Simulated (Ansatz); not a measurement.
## Response to strain in Ir

Base system: Ir in the fcc (Cu type) structure (space group Fm-3m, No. 225; relaxed with 0.1 eV smearing).

```yaml
crystal:
  lattice:
    - [0.00000, 1.91555, 1.91555]
    - [1.91555, 0.00000, 1.91555]
    - [1.91555, 1.91555, 0.00000]
  atoms:
    - { symbol: Ir, position: [0.00000, 0.00000, 0.00000] }
```

Cartesian axes are those of the cell as printed.

Strains are applied to the cell and any free atomic positions relax; under biaxial strain the out-of-plane vector relaxes too.

Method: PBEsol, PAW, 420 eV (Ansatz, a program for electronic structure; no SOC).

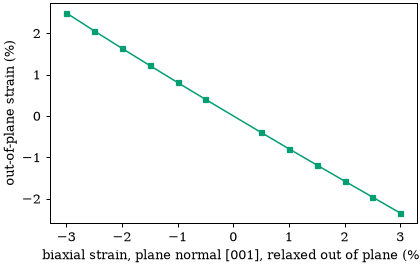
Figure: Out-of-plane strain against biaxial strain, plane normal [001], relaxed out of plane

| biaxial strain, plane normal [001], relaxed out of plane (%) | out-of-plane strain |
|---|---|
| -3 | +2.49 % |
| -2.5 | +2.06 % |
| -2 | +1.64 % |
| -1.5 | +1.22 % |
| -1 | +0.81 % |
| -0.5 | +0.40 % |
| 0.5 | -0.40 % |
| 1 | -0.79 % |
| 1.5 | -1.18 % |
| 2 | -1.57 % |
| 2.5 | -1.96 % |
| 3 | -2.35 % |

Whether these cells are dynamically stable was not tested. The final runs are not spin-polarised.
